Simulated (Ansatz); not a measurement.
# C2H8O2Si: up Jacob's ladder to CCSD(T), part 2 of 2

Ansatz 0.2.0, Gaussian basis; functionals in def2-TZVPP, the program's frozen cores in correlated methods. The steps go on from the part before.

**14. CAM-B3LYP-D4 (range-separated)**

Input file in.yaml:

```yaml
crystal:
  periodic: [false, false, false]
  atoms:
    - {symbol: C, position_ang: [-1.893298, 0.623939, -0.185524]}
    - {symbol: O, position_ang: [-0.836143, -0.275876, -0.406939]}
    - {symbol: C, position_ang: [0.359588, 0.081535, 0.225110]}
    - {symbol: O, position_ang: [0.946557, 1.244637, -0.309190]}
    - {symbol: Si, position_ang: [1.582524, -1.356726, -0.038781]}
    - {symbol: H, position_ang: [-2.798163, 0.170498, -0.589164]}
    - {symbol: H, position_ang: [-1.726737, 1.580469, -0.694241]}
    - {symbol: H, position_ang: [-2.036972, 0.807618, 0.889156]}
    - {symbol: H, position_ang: [0.160629, 0.233369, 1.301615]}
    - {symbol: H, position_ang: [0.572272, 2.021680, 0.114121]}
    - {symbol: H, position_ang: [0.982131, -2.610601, 0.484317]}
    - {symbol: H, position_ang: [1.876713, -1.493828, -1.485751]}
    - {symbol: H, position_ang: [2.831299, -1.061514, 0.709971]}
basis:
  gaussian: {orbitals: def2-TZVPP}
hamiltonian: {xc: {name: CAM-B3LYP}, dispersion: d4}
output: {orbitals: {seedname: orbitals}}
```

On the command line:

```
> ansatz run in.yaml --threads 4 --pin off --events-out ev --progress --plain --max-ram 10444MiB
```

The log of the run, shortened:

```text
Functional definition: CAM-B3LYP
  name "CAM-B3LYP"
  cite "Yanai, Tew & Handy, Chem. Phys. Lett. 393, 51 (2004) doi:10.1016/j.cplett.2004.06.011"
  cite "Iikura, Tsuneda, Yanai & Hirao, J. Chem. Phys. 115, 3540 (2001) doi:10.1063/1.1383587"
  cite "Becke, Phys. Rev. A 38, 3098 (1988) doi:10.1103/PhysRevA.38.3098"
  cite "Lee, Yang & Parr, Phys. Rev. B 37, 785 (1988) doi:10.1103/PhysRevB.37.785"
  cite "Vosko, Wilk & Nusair, Can. J. Phys. 58, 1200 (1980) doi:10.1139/p80-159"
[...]
  # Exact exchange under (alpha + beta erf(omega r))/r, Becke's under what is left of 1/r.
[...]
1425 factors; their error is unknown
369 factors; integrals over basis functions are off by at most 1.4e-5 eV
[...]
mean field -14175.87033008 eV, -520.9536258805 hartree, gradient 3.6e-5 eV, S^2 0.000000; 0 other end points of the search recorded, 0 dependent functions left out
reference -14175.87047689 eV, -520.9536312756 hartree; 25, 25 occupied and 253, 253 virtual orbitals, 1425 factors
Total energy: -14176.07560053 eV, -520.9611694303 hartree
```

Wall time 3.7 s (4 threads of Arm Neoverse V2, shared host); peak memory 0.8 GiB.

With the free atoms at this level, -14127.823 eV in sum, the atomisation energy is 4655.6 kJ/mol. HOMO -9.40 eV, LUMO 1.34 eV.

**15. LC-ωPBE (range-separated)**

Changes to in.yaml since step 14:

```diff
@@ -18,3 +18,3 @@
   gaussian: {orbitals: def2-TZVPP}
-hamiltonian: {xc: {name: CAM-B3LYP}, dispersion: d4}
+hamiltonian: {xc: {name: LC-wPBE}}
 output: {orbitals: {seedname: orbitals}}
```

The command is unchanged.

The log of the run, shortened:

```text
Functional definition: LC-wPBE
  name "LC-wPBE"
  cite "Vydrov & Scuseria, J. Chem. Phys. 125, 234109 (2006) doi:10.1063/1.2409292"
  cite "Heyd & Scuseria, J. Chem. Phys. 120, 7274 (2004) doi:10.1063/1.1668634"
  cite "Ernzerhof & Perdew, J. Chem. Phys. 109, 3313 (1998) doi:10.1063/1.476928"
  cite "Perdew, Burke & Ernzerhof, Phys. Rev. Lett. 77, 3865 (1996) doi:10.1103/PhysRevLett.77.3865"
  parent pbe
[...]
1422 factors; their error is unknown
470 factors; integrals over basis functions are off by at most 2.7e-5 eV
[...]
mean field -14172.10955494 eV, -520.8154199430 hartree, gradient 4.0e-5 eV, S^2 0.000000; 0 other end points of the search recorded, 0 dependent functions left out
reference -14172.10955494 eV, -520.8154199433 hartree; 25, 25 occupied and 253, 253 virtual orbitals, 1422 factors
Total energy: -14172.10955494 eV, -520.8154199433 hartree
```

Run time: 2.8 s. Hardware: 4 threads of Arm Neoverse V2, shared host.

With the free atoms at this level, -14124.373 eV in sum, the atomisation energy is 4605.9 kJ/mol. HOMO -10.71 eV, LUMO 2.65 eV.

**16. ωB97X-V (range-separated)**

Changes to in.yaml since step 15:

```diff
@@ -18,3 +18,3 @@
   gaussian: {orbitals: def2-TZVPP}
-hamiltonian: {xc: {name: LC-wPBE}}
+hamiltonian: {xc: {name: wB97X-V}}
 output: {orbitals: {seedname: orbitals}}
```

Launched as before.

The log of the run, shortened:

```text
Functional definition: wB97X-V
  name "wB97X-V"
  cite "Mardirossian & Head-Gordon, Phys. Chem. Chem. Phys. 16, 9904 (2014) doi:10.1039/C3CP54374A"
  cite "Becke, J. Chem. Phys. 107, 8554 (1997) doi:10.1063/1.475007"
  cite "Vydrov & Van Voorhis, J. Chem. Phys. 133, 244103 (2010) doi:10.1063/1.3521275"
[...]
      + integral(e_c_pw_opposite_spin*poly(b97_u_opposite, cos0, cos1)) + vv10(b, c)
1425 factors; their error is unknown
352 factors; integrals over basis functions are off by at most 1.1e-5 eV
[...]
mean field -14175.00395798 eV, -520.9217872929 hartree, gradient 3.1e-5 eV, S^2 0.000000; 0 other end points of the search recorded, 0 dependent functions left out
reference -14175.00395565 eV, -520.9217872075 hartree; 25, 25 occupied and 253, 253 virtual orbitals, 1425 factors
Total energy: -14175.00395565 eV, -520.9217872075 hartree
```

It took 8.5 s on 4 threads of Arm Neoverse V2, shared host; peak memory 0.86 GiB.

With the free atoms at this level, -14126.831 eV in sum, the atomisation energy is 4648.0 kJ/mol. HOMO -10.40 eV, LUMO 2.45 eV.

**17. ωB97M-V (range-separated)**

Changes to in.yaml since step 16:

```diff
@@ -18,3 +18,3 @@
   gaussian: {orbitals: def2-TZVPP}
-hamiltonian: {xc: {name: wB97X-V}}
-output: {orbitals: {seedname: orbitals}}
+hamiltonian: {xc: {name: wB97M-V}}
+output: {forces: true, orbitals: {seedname: orbitals}}
```

Same command.

The log of the run, shortened:

```text
Functional definition: wB97M-V
  name "wB97M-V"
  cite "Mardirossian & Head-Gordon, J. Chem. Phys. 144, 214110 (2016) doi:10.1063/1.4952647"
  cite "Becke, J. Chem. Phys. 107, 8554 (1997) doi:10.1063/1.475007"
  cite "Vydrov & Van Voorhis, J. Chem. Phys. 133, 244103 (2010) doi:10.1063/1.3521275"
  # Of w^i u^j: cxij and so on, Table III.
[...]
  gx(w, u) = 1 - cx + cx01*u + cx10*w
  gss(w, u) = css00 + css04*u^4 + css10*w + css20*w^2 + css43*w^4*u^3
  gos(w, u) = cos00 + cos10*w + (cos20 + cos21*u)*w^2 + (cos60 + cos61*u)*w^6
[...]
      + integral(e_c_pw_mod_opposite_spin*gos(b97_w_opposite, b97_u_opposite)) + vv10(b, c)
1425 factors; their error is unknown
352 factors; integrals over basis functions are off by at most 1.1e-5 eV
[...]
Atom 3 at     0.946557     1.244637    -0.309190 Å, force     0.036233     0.240729    -0.059837 eV/Å
Atom 4 at     1.582524    -1.356726    -0.038781 Å, force     0.059127    -0.069838    -0.023809 eV/Å
Atom 5 at    -2.798163     0.170498    -0.589164 Å, force     0.075439     0.046359     0.036458 eV/Å
Atom 6 at    -1.726737     1.580469    -0.694241 Å, force    -0.003434    -0.081272     0.046790 eV/Å
Atom 7 at    -2.036972     0.807618     0.889156 Å, force     0.018076    -0.018087    -0.088159 eV/Å
Atom 8 at     0.160629     0.233369     1.301615 Å, force     0.003365     0.005718    -0.092132 eV/Å
Atom 9 at     0.572272     2.021680     0.114121 Å, force     0.030627    -0.032377    -0.038112 eV/Å
Atom 10 at     0.982131    -2.610601     0.484317 Å, force     0.063850     0.148118    -0.058954 eV/Å
Atom 11 at     1.876713    -1.493828    -1.485751 Å, force    -0.039401     0.023010     0.166109 eV/Å
Atom 12 at     2.831299    -1.061514     0.709971 Å, force    -0.143606    -0.027588    -0.084160 eV/Å
Dipole moment:    -0.282293     0.304729     0.334892 e Å
```

Wall time 13 s (4 threads of Arm Neoverse V2, shared host); peak memory 1 GiB.

With the free atoms at this level, -14126.859 eV in sum, the atomisation energy is 4643.9 kJ/mol. HOMO -10.33 eV, LUMO 2.04 eV.

**18. B2PLYP (double hybrid)**

Changes to in.yaml since step 17:

```diff
@@ -18,3 +18,2 @@
   gaussian: {orbitals: def2-TZVPP}
-hamiltonian: {xc: {name: wB97M-V}}
-output: {forces: true, orbitals: {seedname: orbitals}}
+hamiltonian: {xc: {name: B2PLYP}}
```

Same command.

The log of the run, shortened:

```text
Functional definition: B2PLYP
  name "B2PLYP"
  cite "Grimme, J. Chem. Phys. 124, 034108 (2006) doi:10.1063/1.2148954"
  cite "Becke, Phys. Rev. A 38, 3098 (1988) doi:10.1103/PhysRevA.38.3098"
  cite "Lee, Yang & Parr, Phys. Rev. B 37, 785 (1988) doi:10.1103/PhysRevB.37.785"
[...]
1650 factors; integrals over basis functions are off by at most 1.0e-3 eV
[...]
mean field -14161.68223665 eV, -520.4322230638 hartree, gradient 4.6e-6 eV, S^2 0.000000; 0 other end points of the search recorded, 0 dependent functions left out
9 core orbitals not correlated: weight in the atoms' cores, before any rotation towards them, 1.000 or more for the frozen orbitals, at most 0.000 for the correlated occupied ones
reference -14161.68242655 eV, -520.4322300426 hartree; 16, 16 occupied and 253, 253 virtual orbitals, 1650 factors
second order -31.28748611 eV of doubles, -0.00000000 eV of singles
Total energy: -14170.13004780 eV, -520.7426743975 hartree
```

It took 6 s on 4 threads of Arm Neoverse V2, shared host; peak memory 0.78 GiB.

With the free atoms at this level, -14122.712 eV in sum, the atomisation energy is 4575.1 kJ/mol.

**19. PBE-QIDH (double hybrid)**

Changes to in.yaml since step 18:

```diff
@@ -18,2 +18,2 @@
   gaussian: {orbitals: def2-TZVPP}
-hamiltonian: {xc: {name: B2PLYP}}
+hamiltonian: {xc: {name: PBE-QIDH}}
```

Launched as before.

The log of the run, shortened:

```text
Functional definition: PBE-QIDH
  name "PBE-QIDH"
  cite "Brémond, Sancho-García, Pérez-Jiménez & Adamo, J. Chem. Phys. 141, 031101 (2014) doi:10.1063/1.4890314"
  cite "Perdew, Burke & Ernzerhof, Phys. Rev. Lett. 77, 3865 (1996) doi:10.1103/PhysRevLett.77.3865"
[...]
1650 factors; integrals over basis functions are off by at most 1.0e-3 eV
[...]
mean field -14154.91329178 eV, -520.1834689282 hartree, gradient 1.9e-6 eV, S^2 0.000000; 0 other end points of the search recorded, 0 dependent functions left out
9 core orbitals not correlated: weight in the atoms' cores, before any rotation towards them, 1.000 or more for the frozen orbitals, at most 0.000 for the correlated occupied ones
reference -14154.91330614 eV, -520.1834694556 hartree; 16, 16 occupied and 253, 253 virtual orbitals, 1650 factors
second order -29.10359979 eV of doubles, -0.00000000 eV of singles
Total energy: -14164.61450607 eV, -520.5399819774 hartree
```

Run time: 6.5 s. Hardware: 4 threads of Arm Neoverse V2, shared host; peak memory 0.79 GiB.

Atomisation energy: 4579.6 kJ/mol (free atoms -14117.151 eV, run apart).

**20. Frontier levels by functional**

Dipoles come from the runs that computed forces. Levels, from each run's orbital file:

| functional | HOMO (eV) | LUMO (eV) | gap (eV) | dipole (D) |
| --- | --- | --- | --- | --- |
| LDA (SPW92) | -6.48 | -0.56 | 5.92 |  |
| PBE-D4 | -6.35 | -0.36 | 5.99 | 2.48 |
| revPBE-D4 | -6.29 | -0.26 | 6.03 |  |
| BLYP-D4 | -6.27 | -0.35 | 5.92 |  |
| r2SCAN-D4 | -6.67 | 0.22 | 6.89 | 2.53 |
| B97M-V | -6.87 | -0.21 | 6.66 |  |
| PBE0-D4 | -7.93 | 0.52 | 8.45 |  |
| B3LYP-D4 | -7.70 | 0.19 | 7.89 | 2.55 |
| r2SCANh-D4 | -7.27 | 0.50 | 7.76 |  |
| r2SCAN0-D4 | -8.16 | 0.89 | 9.05 |  |
| HSE06-D4 | -7.52 | 0.15 | 7.67 |  |
| BHLYP-D4 | -9.45 | 1.21 | 10.66 |  |
| CAM-B3LYP-D4 | -9.40 | 1.34 | 10.74 |  |
| LC-ωPBE | -10.71 | 2.65 | 13.35 |  |
| ωB97X-V | -10.40 | 2.45 | 12.85 |  |
| ωB97M-V | -10.33 | 2.04 | 12.38 | 2.56 |

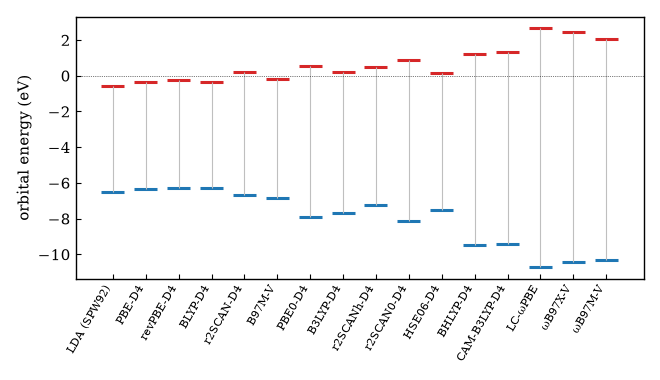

Highest occupied (blue) and lowest empty (red) level by functional.

**21. CCSD(T) in def2-SVP**

Changes to in.yaml since step 19:

```diff
@@ -17,3 +17,3 @@
 basis:
-  gaussian: {orbitals: def2-TZVPP}
-hamiltonian: {xc: {name: PBE-QIDH}}
+  gaussian: {orbitals: def2-SVP}
+correlation: {method: ccsd_t}
```

Launched as before.

The log of the run, shortened:

```text
Functional definition: HF
  name "HF"
  cite "Fock, Z. Phys. 61, 126 (1930) doi:10.1007/BF01340294"
  parent pbe
[...]
1130 factors; integrals over basis functions are off by at most 1.3e-3 eV
[...]
mean field -14115.90085115 eV, -518.7497881785 hartree, gradient 1.9e-6 eV, S^2 0.000000; 0 other end points of the search recorded, 0 dependent functions left out
9 core orbitals not correlated: weight in the atoms' cores, before any rotation towards them, 1.000 or more for the frozen orbitals, at most 0.000 for the correlated occupied ones
reference -14115.90085115 eV, -518.7497881785 hartree; 16, 16 occupied and 89, 89 virtual orbitals, 1130 factors
second order -20.52529130 eV of doubles, -0.00000000 eV of singles
cycle   1  -21.39882531 eV  change   -8.7e-1 eV  update   1.0e-1
[...]
cycle   9  -22.10268554 eV  change   -1.7e-5 eV  update   1.7e-5
perturbative correction -0.56765819 eV, -0.0208610538 hartree
Total energy: -14138.57119488 eV, -519.5829079439 hartree
```

Wall time 7.5 s (4 threads of Arm Neoverse V2, shared host).

**22. CCSD(T) in def2-TZVPP**

Changes to in.yaml since step 21:

```diff
@@ -17,3 +17,4 @@
 basis:
-  gaussian: {orbitals: def2-SVP}
+  gaussian: {orbitals: def2-TZVPP}
 correlation: {method: ccsd_t}
+output: {orbitals: {seedname: orbitals}}
```

Same command.

The log of the run, shortened:

```text
Functional definition: HF
  name "HF"
  cite "Fock, Z. Phys. 61, 126 (1930) doi:10.1007/BF01340294"
  parent pbe
[...]
1650 factors; integrals over basis functions are off by at most 1.0e-3 eV
[...]
mean field -14126.14865470 eV, -519.1263880127 hartree, gradient 1.7e-6 eV, S^2 0.000000; 0 other end points of the search recorded, 0 dependent functions left out
9 core orbitals not correlated: weight in the atoms' cores, before any rotation towards them, 1.000 or more for the frozen orbitals, at most 0.000 for the correlated occupied ones
reference -14126.14865470 eV, -519.1263880127 hartree; 16, 16 occupied and 253, 253 virtual orbitals, 1650 factors
second order -25.91002185 eV of doubles, -0.00000000 eV of singles
cycle   1  -26.37009454 eV  change   -4.6e-1 eV  update   1.1e-1
[...]
cycle   9  -27.16864271 eV  change   -2.8e-5 eV  update   2.4e-5
perturbative correction -1.00722574 eV, -0.0370148633 hartree
Total energy: -14154.32452315 eV, -520.1618320800 hartree
```

Run time: 4.1 min. Hardware: 4 threads of Arm Neoverse V2, shared host; peak memory 8.1 GiB.

**23. MP2 in def2-QZVPP**

Changes to in.yaml since step 22:

```diff
@@ -17,4 +17,3 @@
 basis:
-  gaussian: {orbitals: def2-TZVPP}
-correlation: {method: ccsd_t}
-output: {orbitals: {seedname: orbitals}}
+  gaussian: {orbitals: "def2-QZVPP.json"}
+correlation: {method: mp2}
```

Same command.

The log of the run:

```text
Functional definition: HF
  name "HF"
  cite "Fock, Z. Phys. 61, 126 (1930) doi:10.1007/BF01340294"
  parent pbe
  exchange = exact_x
  correlation = 0
3226 factors; integrals over basis functions are off by at most 7.8e-4 eV
mean field evaluation 1: about -14122.6199 eV, gradient 4.0e1 eV
mean field evaluation 2: about -14122.7787 eV, gradient 4.0e1 eV
mean field evaluation 4: about -14126.6199 eV, gradient 4.6e0 eV
mean field evaluation 8: about -14126.6927 eV, gradient 2.3e-1 eV
mean field -14126.69301463 eV, -519.1463928713 hartree, gradient 7.4e-7 eV, S^2 0.000000; 0 other end points of the search recorded, 0 dependent functions left out
9 core orbitals not correlated: weight in the atoms' cores, before any rotation towards them, 1.000 or more for the frozen orbitals, at most 0.000 for the correlated occupied ones
reference -14126.69301463 eV, -519.1463928713 hartree; 16, 16 occupied and 513, 513 virtual orbitals, 3226 factors
second order -27.82221322 eV of doubles, -0.00000000 eV of singles
Total energy: -14154.51522786 eV, -520.1688403488 hartree
```

Wall time 26 s (4 threads of Arm Neoverse V2, shared host); peak memory 4 GiB.

Energy pieces by basis (eV):

| basis | HF | MP2 correlation | CCSD correlation | (T) | total |
| --- | --- | --- | --- | --- | --- |
| def2-SVP | -14115.9009 | -20.5253 | -22.1027 | -0.5677 | -14138.5712 |
| def2-TZVPP | -14126.1487 | -25.9100 | -27.1686 | -1.0072 | -14154.3245 |
| def2-QZVPP | -14126.6930 | -27.8222 |  |  | -14154.5152 (MP2) |

The report of the def2-TZVPP run gives T1 = 0.0118.

**24. The basis-set limit**

This step is arithmetic on the last runs, with X = 3 and 4: exp(−7.88√X) for Hartree-Fock, X^−2.97 for correlation; only MP2 was run in the larger set, so CCSD(T) minus MP2 is added from the smaller one.

| level | energy at the limit (eV) |
| --- | --- |
| HF | -14126.7680 |
| MP2 | -14156.0066 |
| CCSD | -14157.2653 |
| CCSD(T) | -14158.2725 |

**25. RPA on PBE orbitals**

Changes to in.yaml since step 23:

```diff
@@ -17,3 +17,4 @@
 basis:
-  gaussian: {orbitals: "def2-QZVPP.json"}
-correlation: {method: mp2}
+  gaussian: {orbitals: def2-TZVPP}
+hamiltonian: {xc: pbe}
+correlation: {method: rpa}
```

Same command.

The log of the run, shortened:

```text
Functional definition: PBE
  name "PBE"
  cite "Perdew, Burke & Ernzerhof, Phys. Rev. Lett. 77, 3865 (1996) doi:10.1103/PhysRevLett.77.3865"
  parent pbe
[...]
1650 factors; integrals over basis functions are off by at most 1.0e-3 eV
[...]
mean field -14166.62479694 eV, -520.6138588044 hartree, gradient 3.0e-6 eV, S^2 0.000000; 0 other end points of the search recorded, 0 dependent functions left out
9 core orbitals not correlated: weight in the atoms' cores, before any rotation towards them, 1.000 or more for the frozen orbitals, at most 0.000 for the correlated occupied ones
reference -14124.38359454 eV, -519.0615232482 hartree; 16, 16 occupied and 253, 253 virtual orbitals, 1650 factors
Total energy: -14167.14533793 eV, -520.6329883329 hartree
```

Run time: 6.5 s. Hardware: 4 threads of Arm Neoverse V2, shared host; peak memory 0.73 GiB.

RPA correlation: -42.762 eV. No RPA run of the hydrogen atom was made, so RPA has no atomisation energy below.

**26. Atomisation energies**

Atomisation energy = energies of 2 C, 2 O, 1 Si, 8 H (separate runs, same level) minus the molecule's; electronic only, no spin-orbit term.

Differences are taken before rounding.

| method | rung | atoms, summed (eV) | atomisation energy (kJ/mol) | from CCSD(T)/CBS (kJ/mol) | time |
| --- | --- | --- | --- | --- | --- |
| LDA (SPW92) | LDA | -14041.250 | 5327.1 | +689.5 | 1.4 s |
| PBE-D4 | GGA | -14118.114 | 4704.1 | +66.4 | 2.8 s |
| revPBE-D4 | GGA | -14127.661 | 4590.7 | -47.0 | 2.3 s |
| BLYP-D4 | GGA | -14128.730 | 4622.1 | -15.6 | 2.3 s |
| r2SCAN-D4 | meta-GGA | -14126.077 | 4633.1 | -4.6 | 5.5 s |
| B97M-V | meta-GGA | -14126.933 | 4622.3 | -15.3 | 11 s |
| PBE0-D4 | hybrid | -14120.144 | 4614.7 | -23.0 | 3.2 s |
| B3LYP-D4 | hybrid | -14131.440 | 4626.1 | -11.6 | 5.5 s |
| r2SCANh-D4 | hybrid | -14126.026 | 4601.5 | -36.2 | 6 s |
| r2SCAN0-D4 | hybrid | -14125.963 | 4556.4 | -81.3 | 5.5 s |
| HSE06-D4 | hybrid | -14119.590 | 4618.3 | -19.4 | 3.4 s |
| BHLYP-D4 | hybrid | -14128.562 | 4483.2 | -154.5 | 3.4 s |
| CAM-B3LYP-D4 | range-separated | -14127.823 | 4655.6 | +18.0 | 3.7 s |
| LC-ωPBE | range-separated | -14124.373 | 4605.9 | -31.8 | 2.8 s |
| ωB97X-V | range-separated | -14126.831 | 4648.0 | +10.4 | 8.5 s |
| ωB97M-V | range-separated | -14126.859 | 4643.9 | +6.2 | 13 s |
| B2PLYP | double hybrid | -14122.712 | 4575.1 | -62.5 | 6 s |
| PBE-QIDH | double hybrid | -14117.151 | 4579.6 | -58.1 | 6.5 s |
| HF/def2-TZVPP | wavefunction | -14091.839 | 3310.4 | -1327.3 |  |
| MP2/def2-TZVPP | wavefunction | -14104.672 | 4572.2 | -65.5 |  |
| CCSD/def2-TZVPP | wavefunction | -14107.185 | 4451.1 | -186.6 |  |
| CCSD(T)/def2-SVP | wavefunction | -14093.200 | 4377.7 | -260.0 | 7.5 s |
| CCSD(T)/def2-TZVPP | wavefunction | -14107.518 | 4516.1 | -121.5 | 4.1 min |
| MP2/CBS | wavefunction | -14107.360 | 4693.7 | +56.0 |  |
| CCSD(T)/CBS | wavefunction | -14110.206 | 4637.7 | 0 | 4.5 min |

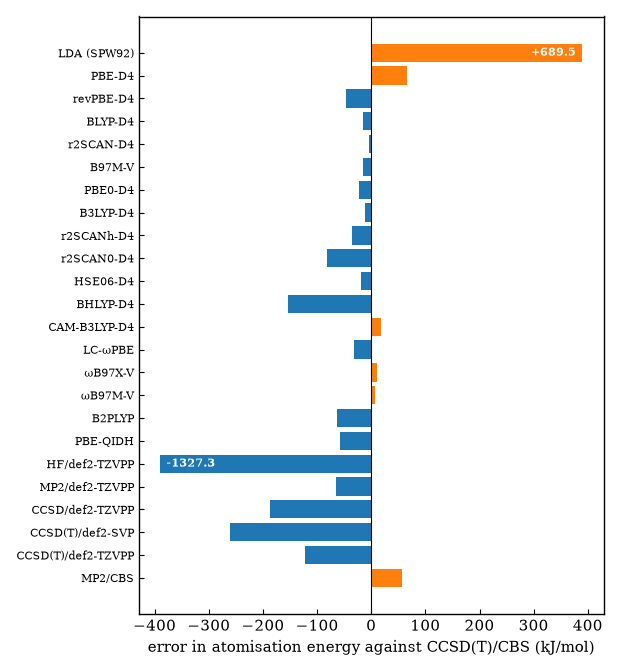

Error of each method against CCSD(T)/CBS. Bars with a number in them are cut short.

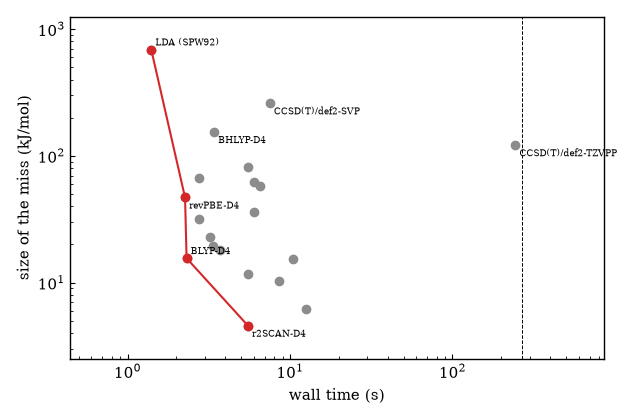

Accuracy for the time spent; red marks the levels that beat every quicker one drawn (of those quicker than the yardstick), and the dashed line is the time of CCSD(T)/CBS. Only those levels and the largest misses are named. Times are from a shared host.

LDA (SPW92), LC-ωPBE, B2PLYP, PBE-QIDH carry no dispersion term (for B3LYP, D4 adds 37.4 kJ/mol).

Times are those of the molecule's run; HF, MP2 and CCSD come out of the CCSD(T) runs, and the limit's time is the sum of the runs that it needs.

**27. What came out**

What follows sums up all 2 parts.

| quantity | value |
| --- | --- |
| atomisation energy, CCSD(T)/CBS | 4637.7 kJ/mol |
| functionals within 23.2 kJ/mol (0.5 %) | BLYP-D4, r2SCAN-D4, B97M-V, PBE0-D4, B3LYP-D4, HSE06-D4, CAM-B3LYP-D4, ωB97X-V, ωB97M-V |
| farthest beyond LDA | BHLYP-D4 (-154.5 kJ/mol) |
| mean size of error, GGA | 43.0 kJ/mol |
| mean size of error, meta-GGA | 10.0 kJ/mol |
| mean size of error, hybrid | 54.3 kJ/mol |
| mean size of error, range-separated | 16.6 kJ/mol |
| mean size of error, double hybrid | 60.3 kJ/mol |
| gap, smallest and largest | 5.92 eV (LDA (SPW92)), 13.35 eV (LC-ωPBE) |
| T1 diagnostic | 0.0118 |
| triples share of the correlation energy | 3.6 % |

**Reading.** LDA overbinds by 689.5 kJ/mol (15 %). PBE-D4 misses by +66.4 kJ/mol. Double hybrids carry the basis error of their MP2 part in triple zeta, and no dispersion term here, so their miss is partly the set-up's. The rungs meta-GGA, range-separated miss on average by less than the doubt on the reference (23.2 kJ/mol), so they tie. The reference freezes the cores and leaves out relativity and excitations past (T), so misses under about 23.2 kJ/mol can't be ranked. Hartree-Fock recovers 71 % of the binding; the rest is correlation. CCSD(T) in def2-SVP is off by -260.0 kJ/mol, so the small basis spoils what the method gains. The gap grows from 5.9 to 13.4 eV across the functionals, mostly with the share of exact exchange.

r2SCAN-D4 reaches 4.6 kJ/mol from the reference in 5.5 s, where CCSD(T)/CBS took 4.5 min; the quickest level in the cost chart, LDA (SPW92), takes 1.4 s and misses by 689.5 kJ/mol.
